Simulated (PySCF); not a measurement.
**NH3 (ammonia) at wB97X/def2-TZVPPD**

Aim: the vertical singlet–triplet gap of NH3 (ammonia) at wB97X/def2-TZVPPD, from 2 runs. Input form: a Python script.

The results are computed with PySCF 2.14.0.

4 further runs of the same task are left out: 4 set aside as unsound or not needed.

## (1) The molecule

The species is NH3 (4 atoms), meant as a singlet with charge 0. As SMILES, `N`. The shape is that of a GFN2-xTB optimisation.

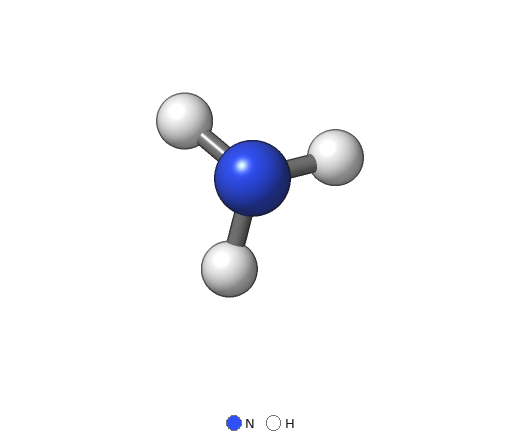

The structure, seen from a chosen angle (nitrogen blue, hydrogen white).

## (2) The energy at wB97X/def2-TZVPPD

calc.py

```python
from pyscf import gto, dft

mol = gto.M(
    atom='''
N     -0.128804     0.458882     0.204204
H      0.929613    -0.567806     1.423682
H     -1.685560    -0.568089    -0.223649
H      0.884751     0.676994    -1.404237
''',
    verbose=4,
    max_memory=1860,
    charge=0,
    basis='def2-tzvppd',
    unit='bohr',
)

mf = dft.RKS(mol, xc='wb97x')
mf.conv_tol = 1e-10
mf.grids.level = 5
mf.kernel()
if not mf.converged:
    mf = mf.newton().run(mf.mo_coeff, mf.mo_occ)

e_final = mf.e_tot
print('E = %.10f Eh' % e_final)
```

The run is started by

```sh
$ OMP_NUM_THREADS=1 python calc.py
```

Output:

```text
PySCF version 2.14.0

[INPUT] num. atoms = 4
[INPUT] num. electrons = 10
[INPUT] charge = 0
[INPUT] spin (= nelec alpha-beta = 2S) = 0
[INPUT] symmetry False subgroup None
[INPUT] Mole.unit = bohr
[INPUT] Symbol           X                Y                Z      unit          X                Y                Z       unit  Magmom
[INPUT]  1 N     -0.068160141475   0.242829896901   0.108060103179 AA   -0.128804000000   0.458882000000   0.204204000000 Bohr   0.0
[INPUT]  2 H      0.491930014575  -0.300469995424   0.753380069997 AA    0.929613000000  -0.567806000000   1.423682000000 Bohr   0.0
[INPUT]  3 H     -0.891959939638  -0.300619752574  -0.118349954045 AA   -1.685560000000  -0.568089000000  -0.223649000000 Bohr   0.0
[INPUT]  4 H      0.468190066539   0.358249796730  -0.743090219131 AA    0.884751000000   0.676994000000  -1.404237000000 Bohr   0.0

nuclear repulsion = 11.9453067251707
number of shells = 34
number of NR pGTOs = 109
number of NR cGTOs = 88
basis = def2-tzvppd
ecp = {}

******** <class 'pyscf.dft.rks.RKS'> ********
method = RKS
initial guess = minao
damping factor = 0
level_shift factor = 0
DIIS = <class 'pyscf.scf.diis.CDIIS'>
diis_start_cycle = 1
diis_space = 8
diis_damp = 0
SCF conv_tol = 1e-10
SCF conv_tol_grad = None
SCF max_cycles = 50
direct_scf = True
direct_scf_tol = 1e-13
XC library pyscf.dft.libxc version 7.0.0
    S. Lehtola, C. Steigemann, M. J.T. Oliveira, and M. A.L. Marques.,  SoftwareX 7, 1–5 (2018)
XC functionals = wb97x
radial grids:
    Treutler-Ahlrichs [JCP 102, 346 (1995); DOI:10.1063/1.469408] (M4) radial grids

becke partition: Becke, JCP 88, 2547 (1988); DOI:10.1063/1.454033
pruning grids: <function nwchem_prune>
grids dens level: 5
symmetrized grids: False
atomic radii adjust function: <function treutler_atomic_radii_adjust>
small_rho_cutoff = 0
Set gradient conv threshold to 1e-05
Initial guess from minao.
tot grids = 112736
init E= -56.4118874497647
  HOMO = -0.337718486363137  LUMO = 0.0444344161863839  gap/eV = 10.39891
cycle= 1 E= -56.5452330543204  delta_E= -0.133  |g|= 0.313  |ddm|= 1.09
  HOMO = -0.305627627414836  LUMO = 0.0846766275080384  gap/eV = 10.62072
cycle= 2 E= -56.5545326373181  delta_E= -0.0093  |g|= 0.276  |ddm|= 0.376
  HOMO = -0.37629240236673  LUMO = 0.0786927602919221  gap/eV = 12.38078
cycle= 3 E= -56.5686515817895  delta_E= -0.0141  |g|= 0.0206  |ddm|= 0.12
  HOMO = -0.374767023354764  LUMO = 0.0801412090608622  gap/eV = 12.37868
cycle= 4 E= -56.5687604632577  delta_E= -0.000109  |g|= 0.00561  |ddm|= 0.0238
  HOMO = -0.375690132243825  LUMO = 0.0798829713720224  gap/eV = 12.39678
cycle= 5 E= -56.5687754156098  delta_E= -1.5e-05  |g|= 0.000916  |ddm|= 0.0123
  HOMO = -0.375751382723521  LUMO = 0.0798178455918972  gap/eV = 12.39667
cycle= 6 E= -56.5687761749177  delta_E= -7.59e-07  |g|= 0.000175  |ddm|= 0.00493
  HOMO = -0.375767338551519  LUMO = 0.0798015514778143  gap/eV = 12.39666
cycle= 7 E= -56.5687762135416  delta_E= -3.86e-08  |g|= 2.87e-05  |ddm|= 0.00167
  HOMO = -0.375770724416029  LUMO = 0.0798013757849532  gap/eV = 12.39675
cycle= 8 E= -56.5687762146247  delta_E= -1.08e-09  |g|= 6.39e-06  |ddm|= 0.000264
  HOMO = -0.375770409791372  LUMO = 0.0798016426010832  gap/eV = 12.39675
cycle= 9 E= -56.5687762146859  delta_E= -6.12e-11  |g|= 1.15e-06  |ddm|= 3.51e-05
  HOMO = -0.375770136018936  LUMO = 0.0798017583483528  gap/eV = 12.39674
Extra cycle  E= -56.5687762146867  delta_E= -8.1e-13  |g|= 5.79e-07  |ddm|= 2.12e-06
converged SCF energy = -56.5687762146867
E = -56.5687762147 Eh
```

Run time: 8.7 s. Hardware: 1 thread of Arm Neoverse V1, shared host; peak memory 0.41 GiB.

## (3) The triplet, same level

run.py

```python
from pyscf import gto, dft

mol = gto.Mole()
mol.atom = '''
N     -0.128804     0.458882     0.204204
H      0.929613    -0.567806     1.423682
H     -1.685560    -0.568089    -0.223649
H      0.884751     0.676994    -1.404237
'''
mol.unit = 'bohr'
mol.charge = 0
mol.max_memory = 1860
mol.basis = 'def2-tzvppd'
mol.spin = 2
mol.verbose = 3
mol.build()

myscf = dft.UKS(mol, xc='wb97x')
myscf.conv_tol = 1e-10
myscf.grids.level = 5
myscf.kernel()
if not myscf.converged:
    myscf = myscf.newton().run(myscf.mo_coeff, myscf.mo_occ)

e_tot = myscf.e_tot
print('Final energy', e_tot)
```

The run is started by

```sh
$ OMP_NUM_THREADS=1 python run.py
```

Output:

```text
WARN: HOMO 0.0444344161863839 >= LUMO -0.337718486363151

WARN: HOMO -0.165609309627598 >= LUMO -0.253245342524188

WARN: HOMO -0.153456042792406 >= LUMO -0.184147125153679

WARN: HOMO -0.151188514720992 >= LUMO -0.175425006575296

WARN: HOMO -0.151422749090898 >= LUMO -0.174777663708007

WARN: HOMO -0.151343638640412 >= LUMO -0.174772167358419

WARN: HOMO -0.151351262553369 >= LUMO -0.17475359347663

WARN: HOMO -0.151359721806827 >= LUMO -0.174806229461602

WARN: HOMO -0.151362875552074 >= LUMO -0.174802537282901

WARN: HOMO -0.151363180810762 >= LUMO -0.174799012682314

WARN: HOMO -0.151363095204871 >= LUMO -0.17479786171436

WARN: HOMO -0.1513630850528 >= LUMO -0.174797918131432

converged SCF energy = -56.3238774180814  <S^2> = 2.0030756  2S+1 = 3.0020497
Final energy -56.32387741808135
```

It took 15 s on 1 thread of Arm Neoverse V1, shared host; peak memory 0.43 GiB.

## (4) Results

At wB97X/def2-TZVPPD:

| quantity | value |
| --- | --- |
| singlet: total energy | -56.56878 Eh |
| singlet: dipole moment | 1.52 D |
| singlet: HOMO energy | -10.23 eV |
| singlet: LUMO energy | 2.17 eV |
| singlet: HOMO–LUMO gap | 12.40 eV |
| triplet: total energy | -56.32388 Eh |
| triplet: dipole moment | 0.69 D |
| triplet: HOMO energy (highest over α and β) | -4.12 eV |
| triplet: ⟨S²⟩ | 2.003 |
| vertical energy of the triplet above the singlet | 6.664 eV |

What this shows: At this shape the triplet lies 6.66 eV (154 kcal/mol) above the singlet.
